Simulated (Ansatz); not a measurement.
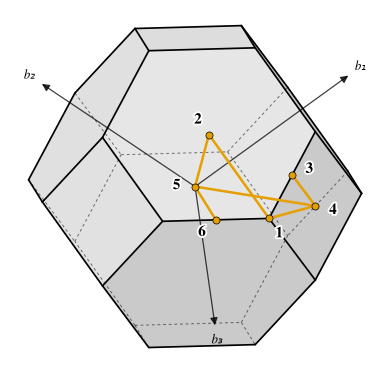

The first Brillouin zone of a face-centred cubic lattice (cF; extended symbol cF2) is drawn with its special points numbered. Crystal: Ge, the geometry relaxed with DFT r2SCAN, scalar-relativistic, plane waves, PAW (Ansatz 0.2.0). The drawing is computed from the coordinates (standard cell, symmetry found to 0.002 Å).

a = 5.675 Å, b = 5.675 Å, c = 5.675 Å, α = 90.00°, β = 90.00°, γ = 90.00°.

Labels and path follow the convention of Hinuma et al. (2017), as computed by seekpath; the arrows show the directions of the reciprocal primitive vectors b₁, b₂, b₃, in which coordinates are given.

**Give the label and coordinates of each numbered point.**

| no. | label | coordinates |
| --- | --- | --- |
| 1 | W | (1/2, 1/4, 3/4) |
| 2 | L | (1/2, 1/2, 1/2) |
| 3 | U | (5/8, 1/4, 5/8) |
| 4 | X | (1/2, 0, 1/2) |
| 5 | Γ | (0, 0, 0) |
| 6 | K | (3/8, 3/8, 3/4) |
